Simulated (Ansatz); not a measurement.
A ladder of methods for [SiH3]− (SMILES [SiH3-])

[SiH3]−: 4 atoms, total charge -1, spin state singlet. SMILES: `[SiH3-]`. Geometry: relaxed at PBE0-D4/def2-TZVPD.

```xyz
4

Si    0.5397   -0.0507   -0.3009
H     0.4266    0.6223    1.0859
H    -0.2985   -1.2837    0.1068
H    -0.6678    0.7122   -0.8918
```

Each level gives the energy change with the Si1–H2 bond stretched from 1.546 to 2.318 Å (eV). The values are calculated.

```
                     level                    kind  program  value (eV)  less FCI/3-21G
     HF/3-21G (restricted)            Hartree–Fock   Ansatz        1.45           +0.33
    PBE/3-21G (restricted)                     GGA   Ansatz        1.22           +0.10
   PBE0/3-21G (restricted)           global hybrid   Ansatz        1.35           +0.23
  wB97X/3-21G (restricted)  range-separated hybrid   Ansatz        1.45           +0.33
 B2PLYP/3-21G (restricted)           double hybrid   Ansatz        1.32           +0.20
RPA@PBE/3-21G (restricted)                     RPA   Ansatz        1.05           -0.07
BCCD(T)/3-21G (restricted)   coupled cluster or CI   Ansatz        1.13           +0.01
                 FCI/3-21G      exact in the basis   Ansatz        1.12            0.00
```

FCI/3-21G is exact within its basis and frozen core, so for wave-function methods in that basis the difference is their error; functionals converge differently with the basis, so for them it is only a difference. Sets without diffuse functions describe the anion poorly. The first shape isn't each level's own minimum. The values span 1.05 to 1.45 eV. All rows use very small basis sets, so even the best lies far from the true value.

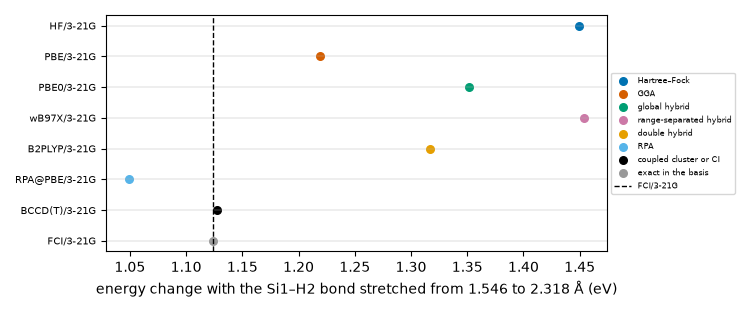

The values of the table, level by level.
